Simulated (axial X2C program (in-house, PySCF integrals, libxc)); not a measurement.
**SrSe: from the state search to constants**

Aim: find the lowest determinant of SrSe, scan the bond at several levels and fit the constants, once spin-free and once with spin–orbit coupling.

Method: all-electron X2C, Sr dyall-cv3z, Se dyall-cv3z; program: an in-house X2C program for linear molecules on PySCF integrals.

All values are calculated.

**1. Set-up**

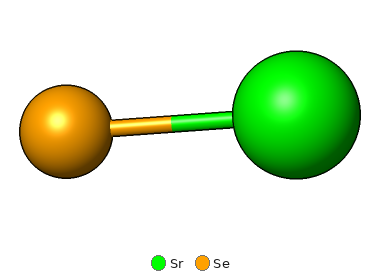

The two atoms at 2.640 Å (strontium green, selenium orange).

Contents of task.json:

```json
{"zs": [38, 34], "q": 0, "bas": ["dyall-cv3z", "dyall-cv3z"], "levels": ["PBE0", "HF", "PBE"], "cc": true, "r0": 2.64, "thr": -1.0, "nmax": 90, "npts": 10, "nst": 2, "ntry": 6}
```

Keys: zs atomic numbers; q charge; bas basis sets; levels methods (HF also brings MP2); cc coupled cluster on or off; r0 starting distance in Å; thr threshold in hartree for freezing inner shells (an s shell follows its p shell); nmax most natural virtual spinors; npts points asked for on the curve; nst determinants followed; ntry starts of the search.

On the command line:

```
$ python so2c.py task.json out
```

Spin-free means the one-electron spin-free X2C Hamiltonian; two-component (2c) means X2C with spin–orbit coupling and atomic mean-field two-electron Coulomb and Gaunt terms. Basis: Sr dyall-cv3z contracted to [13s12p8d5f1g], Se dyall-cv3z contracted to [8s9p6d4f1g]; Gaussian nuclei, density fitting. Masses: Sr 87.906 u, Se 79.917 u.

Notation: σ, π±, δ± give the projection m of an orbital's angular momentum (0, ±1, ±2), α and β its spin, Λ and M_S the sums; ω is the projection of a spinor's total angular momentum and Ω the sum. Logs are in hartree.

The results follow Hamiltonian by Hamiltonian and level by level.

**2. State search with PBE0**

PBE0 moves the distance from 2.640 Å to 2.557 Å and compares determinants there.

Spin-free determinants:

```csv
ΔE (eV),state,open shells
0.00,"M_S = 0, Λ = 0",closed shell
1.17,"M_S = 1, Λ = 1","beyond closed shells: σα, π+α, π+β, π-α"
1.19,"M_S = 0, Λ = 1","beyond closed shells: σβ, π+α, π+β, π-α"
1.37,"M_S = 1, Λ = 0",beyond closed shells: 2 × σα
2.88,"M_S = 1, Λ = 2","beyond closed shells: 2 × π+α, π+β, π-α"
2.88,"M_S = 1, Λ = 0","beyond closed shells: π+α, π+β, 2 × π-α"
2.88,"M_S = 0, Λ = 2","beyond closed shells: π+α, 2 × π+β, π-α"
```

Two-component determinants:

```
ΔE (eV)  state                              open shells
   0.00  Ω = 0                             closed shell
   1.08  Ω = 2   excess of +ω over −ω: ω = 1/2, ω = 3/2
   1.10  Ω = 1  excess of +ω over −ω: ω = -1/2, ω = 3/2
   1.25  Ω = 1        excess of +ω over −ω: 2 × ω = 1/2
   2.80  Ω = 3        excess of +ω over −ω: 2 × ω = 3/2
   2.96  Ω = 2   excess of +ω over −ω: ω = 1/2, ω = 3/2
   2.96  Ω = 1  excess of +ω over −ω: ω = -1/2, ω = 3/2
```

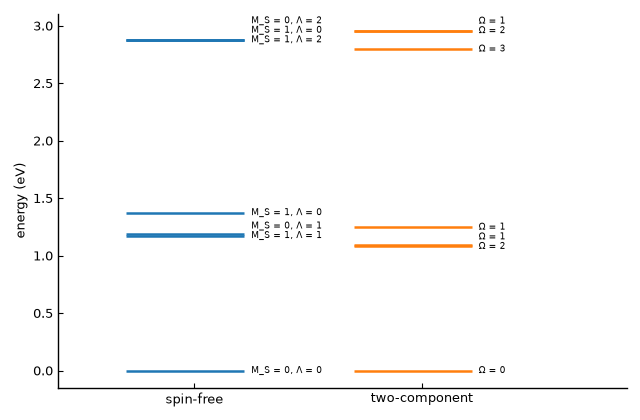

The determinants found, each set from its own lowest.

**3. PBE0, spin-free**

State followed: M_S = 0, Λ = 0 (closed shell). The scan is laid around 2.557 Å, a first estimate of the minimum, and this SCF restarts from the orbitals of the search.

The SCF at the reference distance of 2.557 Å:

```text
spin-free X2C-1e  PBE0
basis functions 235  fitting functions 1272  grid points 5803
iter        total energy     max residual
   1      -5608.708285383     5.27e-05
   2      -5608.708285384     4.27e-05
   3      -5608.708285392     7.82e-06
converged
one-electron -8317.68584927  Coulomb 2635.74438895  exact exchange -47.73946866  xc functional -146.40981888  nuclear repulsion 267.38246246
```

Along the bond, energies from the lowest point:

```
R (Å)  E (eV)   μ (D)  HOMO (eV)  LUMO (eV)  iterations
2.225  0.9871   -8.85      -4.82      -1.84          26
2.327  0.4106   -9.58      -4.93      -1.98          22
2.404  0.1624  -10.06      -4.92      -2.08          19
2.480  0.0346  -10.50      -4.79      -2.19          19
2.557  0.0000  -10.88      -4.68      -2.29           3
2.647  0.0491  -11.27      -4.58      -2.40          17
2.736  0.1684  -11.60      -4.49      -2.51          15
2.851  0.3916  -11.95      -4.41      -2.65          16
2.992  0.7260  -12.24      -4.35      -2.80          16
3.196  1.2564  -12.47      -4.32      -3.00          17
```

Dipoles are positive if Se is the positive end.

Outer orbitals at the reference distance:

| symmetry | occupied | ε (eV) | atomic character |
| --- | --- | --- | --- |
| π+α | yes | -24.29 | 100% Sr p |
| π-α | yes | -24.29 | 100% Sr p |
| σα | yes | -24.23 | 96% Sr p |
| σα | yes | -15.44 | 76% Se s, 8% Sr p, 7% Sr d |
| σα | yes | -5.06 | 69% Se p, 17% Sr s, 10% Sr d |
| π+α | yes | -4.68 | 77% Se p, 15% Sr d, 5% Sr p |
| π-α | yes | -4.68 | 77% Se p, 15% Sr d, 5% Sr p |
| σα | no | -2.29 | 63% Sr s, 22% Sr p, 9% Se p |
| π-α | no | -0.68 | 78% Sr p, 21% Sr d |
| π+α | no | -0.68 | 78% Sr p, 21% Sr d |
| σα | no | -0.49 | 47% Sr p, 40% Sr d, 7% Sr s |

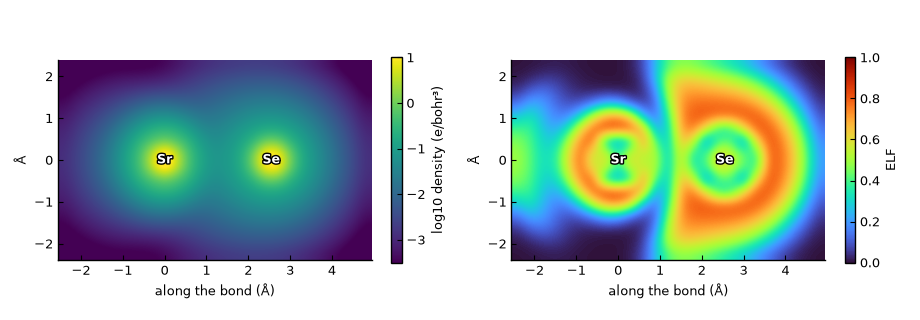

PBE0 fields in a plane through the axis, from a grid of 0.3 Å; Sr lies at z = 0 and Se at z = 2.557 Å; the ELF is damped to zero where the density is low.

Re = 2.552 Å, ωe = 283.0 cm⁻¹, ωexe = 0.549 cm⁻¹, Be = 0.06183 cm⁻¹, De = 3.25 eV, μ = -10.86 D.

**4. HF, spin-free**

Output at 2.557 Å:

```text
spin-free X2C-1e  HF
basis functions 235  fitting functions 1272  grid points 5803
iter        total energy     max residual
   1      -5605.516872475     3.42e-01
   2      -5605.548826189     9.86e-03
   3      -5605.549890501     2.19e-02
   4      -5605.550435178     2.50e-03
   5      -5605.550476582     7.22e-04
   6      -5605.550491096     7.96e-04
   7      -5605.550493183     1.92e-04
   8      -5605.550493638     8.18e-05
   9      -5605.550493694     3.91e-05
  10      -5605.550493702     8.79e-06
  11      -5605.550493703     2.67e-06
converged
one-electron -8317.48024870  Coulomb 2635.64901187  exact exchange -191.10171934  xc functional 0.00000000  nuclear repulsion 267.38246246
```

Re = 2.602 Å, ωe = 280.6 cm⁻¹, ωexe = 0.569 cm⁻¹, Be = 0.05949 cm⁻¹, De = 1.31 eV, μ = -13.72 D.

**5. PBE, spin-free**

The SCF at the reference distance of 2.557 Å:

```text
spin-free X2C-1e  PBE
basis functions 235  fitting functions 1272  grid points 5803
iter        total energy     max residual
   1      -5608.597987053     1.15e-01
   2      -5608.598024817     1.75e-02
   3      -5608.600684422     5.68e-02
   4      -5608.602606111     1.43e-02
   5      -5608.602766706     1.99e-03
   6      -5608.602798347     3.48e-03
   7      -5608.602812835     4.65e-04
   8      -5608.602813628     3.21e-04
   9      -5608.602813878     6.42e-05
  10      -5608.602813897     3.71e-05
  11      -5608.602813901     1.15e-05
converged
one-electron -8317.01520240  Coulomb 2635.02455886  exact exchange 0.00000000  xc functional -193.99463282  nuclear repulsion 267.38246246
```

Re = 2.568 Å, ωe = 271.5 cm⁻¹, ωexe = 0.548 cm⁻¹, Be = 0.06107 cm⁻¹, De = 3.50 eV, μ = -9.71 D.

**6. Correlated methods, spin-free**

Correlated methods: 8 electrons correlated (frozen shells, counted by type: Sr 4 s, 3 p, 1 d; Se 3 s, 2 p, 1 d), 278 virtual spinors in MP2, 90 natural virtuals in coupled cluster.

Output of the correlated part at 2.557 Å:

```text
correlated 8  virtual 278  natural virtual 90  E(MP2) -0.181616317  MP2 remainder -0.003113620
iter   CCSD correlation   residual
   1     -0.183154295   1.24e-01
   2     -0.186836031   7.03e-02
   3     -0.188883887   2.08e-02
   4     -0.188935825   8.68e-03
   5     -0.188919393   3.98e-03
   6     -0.188940201   1.73e-03
   7     -0.188939533   6.37e-04
   8     -0.188941228   2.09e-04
   9     -0.188941238   7.28e-05
  10     -0.188940681   2.80e-05
  11     -0.188940303   1.14e-05
  12     -0.188940238   5.71e-06
  13     -0.188940223   1.61e-06
(T) -0.011110543  T1 0.0310  D1 0.0537  max T2 0.069
```

T1 in the output is the amplitude norm over the root of the electron number; divide by √2 for the Lee–Taylor value.

MP2: Re = 2.633 Å, ωe = 259.1 cm⁻¹, Be = 0.0581 cm⁻¹, De = 2.97 eV.

CCSD: Re = 2.624 Å, ωe = 264.4 cm⁻¹, ωexe = 0.66 cm⁻¹, Be = 0.05848 cm⁻¹, De = 2.54 eV. T1 at Re = 0.024 (Lee–Taylor, the printed value over √2).

CCSD(T): Re = 2.637 Å, ωe = 256.1 cm⁻¹, ωexe = 0.643 cm⁻¹, Be = 0.0579 cm⁻¹, De = 2.75 eV. T1 at Re = 0.024 (Lee–Taylor, the printed value over √2).

**7. A higher determinant, spin-free**

State: M_S = 1, Λ = 1 (beyond closed shells: σα, π+α, π+β, π-α).

Output at the reference distance:

```text
spin-free X2C-1e  PBE0
basis functions 235  fitting functions 1272  grid points 5803
iter        total energy     max residual
   1      -5608.665126634     4.61e-05
   2      -5608.665126653     3.82e-05
   3      -5608.665126665     3.89e-06
   4      -5608.665126665     4.74e-06
converged
one-electron -8314.66153734  Coulomb 2632.71487774  exact exchange -47.73761036  xc functional -146.36331916  nuclear repulsion 267.38246246
```

```csv
R (Å),E above the lowest PBE0 point (eV)
2.225,3.195
2.327,2.276
2.404,1.785
2.480,1.427
2.557,1.174
2.647,0.985
2.736,0.883
2.851,0.847
2.992,0.901
```

No constants are quoted: too few points lie around the minimum for a second fit to confirm the first.

**8. The spin-free curves together**

Energy (eV) of the followed determinant, spin-free, from each level's lowest point:

```
R (Å)   PBE0     HF    MP2   CCSD  CCSD(T)    PBE
2.225  0.987  1.335  1.427    n/a      n/a  1.025
2.327  0.411  0.620  0.703  0.683    0.717  0.443
2.404  0.162  0.288  0.358  0.341    0.369  0.187
2.480  0.035  0.091  0.144  0.130    0.151  0.048
2.557  0.000  0.001  0.032  0.024    0.035  0.000
2.647  0.049  0.000  0.000  0.000    0.000  0.031
2.736  0.168  0.082  0.048  0.056    0.043  0.131
2.851  0.392  0.272  0.190  0.208    0.178  0.328
2.992  0.726  0.578  0.443    n/a      n/a  0.630
3.196  1.256  1.072  0.901    n/a      n/a  1.119
```

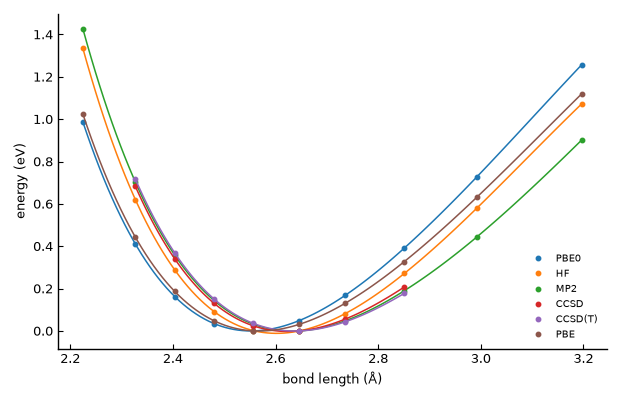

Curves of the followed state, spin-free, each from its own lowest point.

**9. PBE0, 2c**

State followed: Ω = 0 (closed shell). The scan is laid around 2.557 Å, a first estimate of the minimum, and this SCF restarts from the orbitals of the search.

Output at 2.557 Å:

```text
two-component X2C + atomic mean field  PBE0
basis functions 235  fitting functions 1272  grid points 5803
iter        total energy     max residual
   1      -5606.709859034     3.80e-05
   2      -5606.709859054     1.81e-05
   3      -5606.709859056     1.32e-05
converged
one-electron -8312.43146439  Coulomb 2634.62713315  exact exchange -47.71759435  xc functional -146.34350841  nuclear repulsion 267.38246246  atomic mean-field constant -2.22688752
```

Along the bond, energies from the lowest point:

| R (Å) | E (eV) | μ (D) | HOMO (eV) | LUMO (eV) | iterations |
| --- | --- | --- | --- | --- | --- |
| 2.225 | 0.9918 | -8.83 | -4.79 | -1.84 | 28 |
| 2.327 | 0.4140 | -9.55 | -4.87 | -1.98 | 22 |
| 2.404 | 0.1647 | -10.03 | -4.82 | -2.08 | 19 |
| 2.480 | 0.0358 | -10.46 | -4.70 | -2.18 | 19 |
| 2.557 | 0.0000 | -10.83 | -4.59 | -2.28 | 3 |
| 2.647 | 0.0474 | -11.21 | -4.49 | -2.40 | 17 |
| 2.736 | 0.1645 | -11.51 | -4.41 | -2.51 | 15 |
| 2.851 | 0.3836 | -11.80 | -4.34 | -2.64 | 16 |
| 2.992 | 0.7096 | -11.95 | -4.30 | -2.80 | 17 |
| 3.196 | 1.2140 | -11.70 | -4.37 | -3.00 | 20 |

Dipoles are positive if Se is the positive end.

Outer spinors at the reference distance:

```tsv
ω	occupied	ε (eV)	atomic character	λ mixture
1/2	yes	-25.01	99% Sr p	69% π, 31% σ
3/2	yes	-23.90	100% Sr p	100% π
1/2	yes	-23.87	97% Sr p	69% σ, 31% π
1/2	yes	-15.46	76% Se s, 8% Sr p, 7% Sr d	100% σ
1/2	yes	-5.13	71% Se p, 14% Sr s, 10% Sr d	85% σ, 15% π
1/2	yes	-4.74	75% Se p, 14% Sr d, 5% Sr p	85% π, 15% σ
3/2	yes	-4.59	76% Se p, 15% Sr d, 5% Sr p	100% π
1/2	no	-2.28	63% Sr s, 22% Sr p, 9% Se p	100% σ
1/2	no	-0.69	78% Sr p, 22% Sr d	99% π, 1% σ
3/2	no	-0.66	79% Sr p, 21% Sr d	100% π
1/2	no	-0.49	47% Sr p, 40% Sr d, 7% Sr s	99% σ, 1% π
```

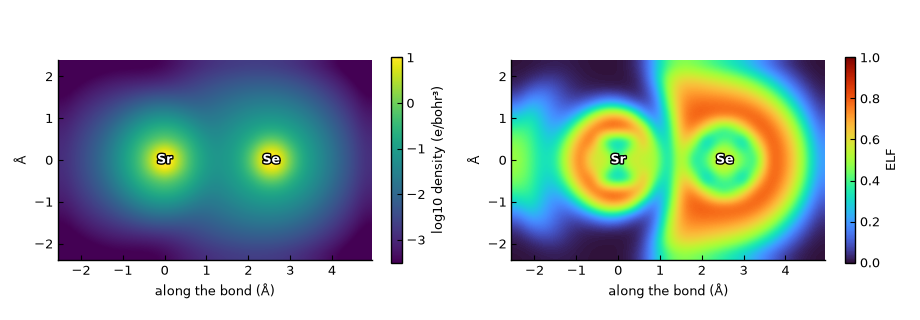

PBE0 fields in a plane through the axis, from a grid of 0.3 Å; Sr lies at z = 0 and Se at z = 2.557 Å; the ELF is damped to zero where the density is low.

Re = 2.554 Å, ωe = 281.9 cm⁻¹, ωexe = 0.567 cm⁻¹, Be = 0.06176 cm⁻¹, De = 3.20 eV, μ = -10.82 D.

**10. HF, 2c**

The SCF at the reference distance of 2.557 Å:

```text
two-component X2C + atomic mean field  HF
basis functions 235  fitting functions 1272  grid points 5803
iter        total energy     max residual
   1      -5603.519133682     3.42e-01
   2      -5603.551048995     9.83e-03
   3      -5603.552106976     2.18e-02
   4      -5603.552648893     2.49e-03
   5      -5603.552690074     7.33e-04
   6      -5603.552704483     7.97e-04
   7      -5603.552706602     1.93e-04
   8      -5603.552707104     8.88e-05
   9      -5603.552707186     4.85e-05
  10      -5603.552707206     1.15e-05
  11      -5603.552707210     8.92e-06
  12      -5603.552707212     6.36e-06
  13      -5603.552707212     1.07e-06
converged
one-electron -8312.21909305  Coulomb 2634.52462310  exact exchange -191.01381221  xc functional 0.00000000  nuclear repulsion 267.38246246  atomic mean-field constant -2.22688752
```

Re = 2.603 Å, ωe = 279.2 cm⁻¹, ωexe = 0.592 cm⁻¹, Be = 0.05942 cm⁻¹, De = 1.25 eV, μ = -13.67 D.

**11. PBE, 2c**

The SCF at the reference distance of 2.557 Å:

```text
two-component X2C + atomic mean field  PBE
basis functions 235  fitting functions 1272  grid points 5803
iter        total energy     max residual
   1      -5606.599379988     1.14e-01
   2      -5606.599419656     1.76e-02
   3      -5606.602076503     5.67e-02
   4      -5606.603992762     1.43e-02
   5      -5606.604152958     2.01e-03
   6      -5606.604184690     3.47e-03
   7      -5606.604199152     4.59e-04
   8      -5606.604199972     3.25e-04
   9      -5606.604200238     6.50e-05
  10      -5606.604200263     4.16e-05
  11      -5606.604200271     1.37e-05
converged
one-electron -8311.76003351  Coulomb 2633.90649744  exact exchange 0.00000000  xc functional -193.90623914  nuclear repulsion 267.38246246  atomic mean-field constant -2.22688752
```

Re = 2.570 Å, ωe = 270.2 cm⁻¹, ωexe = 0.571 cm⁻¹, Be = 0.06099 cm⁻¹, De = 3.45 eV, μ = -9.67 D.

**12. Correlated methods, 2c**

Correlated methods: 8 electrons correlated (frozen shells, counted by type: Sr 4 s, 3 p, 1 d; Se 3 s, 2 p, 1 d), 278 virtual spinors in MP2, 90 natural virtuals in coupled cluster.

Output of the correlated part at 2.557 Å:

```text
correlated 8  virtual 278  natural virtual 90  E(MP2) -0.181523620  MP2 remainder -0.003116820
iter   CCSD correlation   residual
   1     -0.183093294   1.24e-01
   2     -0.186772213   6.99e-02
   3     -0.188817679   2.08e-02
   4     -0.188868423   8.66e-03
   5     -0.188852722   3.98e-03
   6     -0.188873489   1.73e-03
   7     -0.188872748   6.41e-04
   8     -0.188874539   2.16e-04
   9     -0.188874505   8.18e-05
  10     -0.188873938   3.71e-05
  11     -0.188873504   1.98e-05
  12     -0.188873433   1.18e-05
  13     -0.188873416   5.67e-06
(T) -0.011094620  T1 0.0309  D1 0.0535  max T2 0.047
```

MP2: Re = 2.635 Å, ωe = 257.7 cm⁻¹, Be = 0.05802 cm⁻¹, De = 2.85 eV.

CCSD: Re = 2.626 Å, ωe = 262.6 cm⁻¹, ωexe = 0.724 cm⁻¹, Be = 0.05839 cm⁻¹, De = 2.43 eV. T1 at Re = 0.023 (Lee–Taylor, the printed value over √2).

CCSD(T): Re = 2.639 Å, ωe = 254.2 cm⁻¹, ωexe = 0.704 cm⁻¹, Be = 0.05781 cm⁻¹, De = 2.64 eV. T1 at Re = 0.024 (Lee–Taylor, the printed value over √2).

**13. A higher determinant, 2c**

State: Ω = 2 (excess of +ω over −ω: ω = 1/2, ω = 3/2).

Output at the reference distance:

```text
two-component X2C + atomic mean field  PBE0
basis functions 235  fitting functions 1272  grid points 5803
iter        total energy     max residual
   1      -5606.670172592     5.00e-05
   2      -5606.670172595     2.16e-05
   3      -5606.670172604     4.58e-06
converged
one-electron -8309.46567696  Coulomb 2631.65385336  exact exchange -47.71596992  xc functional -146.29795402  nuclear repulsion 267.38246246  atomic mean-field constant -2.22688752
```

```
R (Å)  E above the lowest PBE0 point (eV)
2.225                               3.098
2.327                               2.180
2.404                               1.690
2.480                               1.332
2.557                               1.080
2.647                               0.891
2.736                               0.789
2.851                               0.752
2.992                               0.806
```

No constants are quoted: too few points lie around the minimum for a second fit to confirm the first.

**14. The 2c curves together**

Energy (eV) of the followed determinant, 2c, from each level's lowest point:

```
R (Å)   PBE0     HF    MP2   CCSD  CCSD(T)    PBE
2.225  0.992  1.341  1.433    n/a      n/a  1.029
2.327  0.414  0.625  0.708  0.688    0.722  0.446
2.404  0.165  0.292  0.362  0.345    0.372  0.189
2.480  0.036  0.094  0.146  0.133    0.154  0.049
2.557  0.000  0.003  0.033  0.026    0.037  0.000
2.647  0.047  0.000  0.000  0.000    0.000  0.029
2.736  0.164  0.080  0.046  0.054    0.041  0.127
2.851  0.384  0.265  0.184  0.200    0.171  0.319
2.992  0.710  0.563  0.431    n/a      n/a  0.613
3.196  1.214  1.023  0.884    n/a      n/a  1.078
```

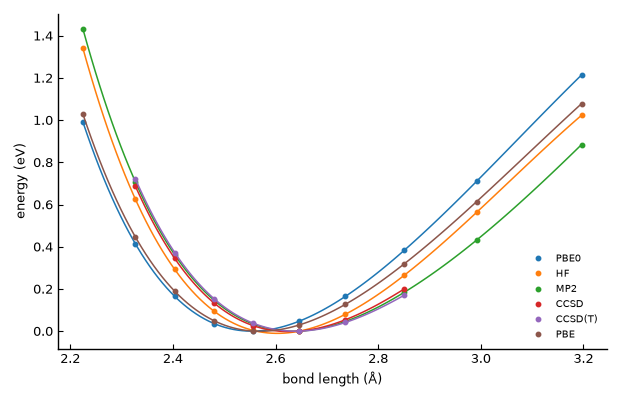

Curves of the followed state, 2c, each from its own lowest point.

The whole job took 2.9 min on 1 thread of AMD EPYC 7B13 (Zen 3), shared host; peak memory 0.63 GiB.

**15. What came out**

Lowest determinant that the search found at its distance, spin-free: M_S = 0, Λ = 0 (closed shell).

Lowest determinant that the search found at its distance, 2c: Ω = 0 (closed shell).

| Hamiltonian | level | Re (Å) | ωe (cm⁻¹) | De (eV) | μ (D) |
| --- | --- | --- | --- | --- | --- |
| spin-free | PBE0 | 2.552 | 283.0 | 3.25 | -10.86 |
| spin-free | HF | 2.602 | 280.6 | 1.31 | -13.72 |
| spin-free | MP2 | 2.633 | 259.1 | 2.97 | n/a |
| spin-free | CCSD | 2.624 | 264.4 | 2.54 | n/a |
| spin-free | CCSD(T) | 2.637 | 256.1 | 2.75 | n/a |
| spin-free | PBE | 2.568 | 271.5 | 3.50 | -9.71 |
| 2c | PBE0 | 2.554 | 281.9 | 3.20 | -10.82 |
| 2c | HF | 2.603 | 279.2 | 1.25 | -13.67 |
| 2c | MP2 | 2.635 | 257.7 | 2.85 | n/a |
| 2c | CCSD | 2.626 | 262.6 | 2.43 | n/a |
| 2c | CCSD(T) | 2.639 | 254.2 | 2.64 | n/a |
| 2c | PBE | 2.570 | 270.2 | 3.45 | -9.67 |

Dipoles are positive if Se is the positive end.

Time per point (s) on 1 thread of AMD EPYC 7B13 (Zen 3), shared host (2c runs; CCSD comes with the CCSD(T) run); the times are rough: PBE0 1.1, HF 0.77, MP2 0.9, CCSD(T) 3.8, PBE 0.61.

What this shows: At CCSD(T), going from spin-free to two-component changes Re by +2 mÅ, ωe by -0.7 %, which is small (part of it comes from the scalar share of the two-electron terms). De moves by -0.12 eV; both De rest on single-determinant atoms, which can miss part of an open shell's spin–orbit lowering.

De refers to Sr + Se, each in the lowest determinant found, which need not be this curve's own limit. The state is a single determinant with fixed occupations, the lowest that a limited PBE0 search found. Closed shells are restricted here (equal orbitals for both partners), which fails at long range if the bond breaks into open shells. Dissociation energies refer to the lowest single-determinant-based atoms at the same level and basis. Coupled cluster ran in a truncated set of natural virtual spinors; the MP2 energy of the rest was added. With the outer-core shells frozen, correlated bond lengths of heavy atoms tend to come out a few hundredths of an ångström too long. T1 at Re is 0.024 (Lee–Taylor), above the customary mark of 0.02.
